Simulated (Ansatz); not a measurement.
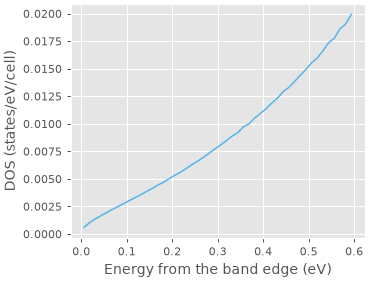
Fig. 1. Density of states of InP (F-43m) above the conduction band minimum, r2SCAN with spin-orbit coupling, rigid bands (Ansatz, an electronic-structure program); cell volume 51.5 Å³.

Problem. What effective density of states at 300 K does this give (∫ g(E) exp(−E/k_BT) dE, both spins, divided by the cell's size)?

Solution. 5.8e17 cm⁻³, a density-of-states mass of 0.081 mₑ, valleys and band degeneracy included.

Geometry: cell and atoms relaxed with r2SCAN.
